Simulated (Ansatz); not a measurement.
One crystal and one scan (energy against volume) at two levels, PBE (plane waves to 420 eV, PAW, scalar-relativistic; Ansatz, a quantum-chemistry and plane-wave program) and r2SCAN (plane waves to 500 eV, PAW, scalar-relativistic; Ansatz), each from its own relaxed cell and on its own mesh. The cell shown is that of PBE.

Na (bcc, W type)

```
CELL_PARAMETERS angstrom
     -2.09840     2.09840     2.09840
      2.09840    -2.09840     2.09840
      2.09840     2.09840    -2.09840
ATOMIC_POSITIONS crystal
  Na 0.00000 0.00000 0.00000
```

This relaxed cell (volume V₀) is scaled evenly in all directions, its shape held. Symmetry pins the atoms to their sites.

The energy includes the smearing's −TS. Na was relaxed with its symmetry unable to fall. The PAW data are Ansatz's earlier set. Percentages come from the unrounded values. Both scans cover V/V₀ from 0.900 to 1.100.

```json
[
 {"quantity": "Lattice constant a (Å)", "PBE": "4.197", "r2SCAN": "4.222", "PBE − r2SCAN": "-0.025 (-0.6 %)"},
 {"quantity": "Pressure at the smallest volume (GPa)", "PBE": "1.0", "r2SCAN": "1.0", "PBE − r2SCAN": "0.0"},
 {"quantity": "Energy cost of the largest compression (meV/atom)", "PBE": "11", "r2SCAN": "11", "PBE − r2SCAN": "0"},
 {"quantity": "Energy cost of the largest expansion (meV/atom)", "PBE": "8", "r2SCAN": "8", "PBE − r2SCAN": "0"},
 {"quantity": "Bulk modulus B₀ (third-order Birch-Murnaghan fit) (GPa)", "PBE": "7.8", "r2SCAN": "7.7", "PBE − r2SCAN": "+0.1 (+2 %)"},
 {"quantity": "Pressure derivative B₀′ (fit)", "PBE": "3.7", "r2SCAN": "3.6", "PBE − r2SCAN": "+0.1 (+2 %)"},
 {"quantity": "Pressure for 5 % compression (fit) (GPa)", "PBE": "0.4", "r2SCAN": "0.4", "PBE − r2SCAN": "0.0"}
]
```

PBE gives the lower value for: lattice constant a. For the lattice constant a the reference is 4.214 Å (measured, corrected to the static lattice; as given in Daniel Mejia-Rodriguez, S. B. Trickey, Physical Review B (2018), arXiv:1807.09216): within its tolerance of 0.3 % it doesn't tell which level is nearer. For the bulk modulus B₀ the reference is 7.9 GPa (measured, corrected to the static lattice; as given in Daniel Mejia-Rodriguez, S. B. Trickey, Physical Review B (2018), arXiv:1807.09216): within its tolerance of 5 % it doesn't tell which level is nearer. 

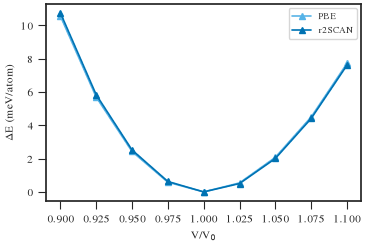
ΔE, each from the relaxed starting cell of its own level.

(A scan under strain: stresses follow from slopes of the energy per volume, elastic moduli from its curvatures.)
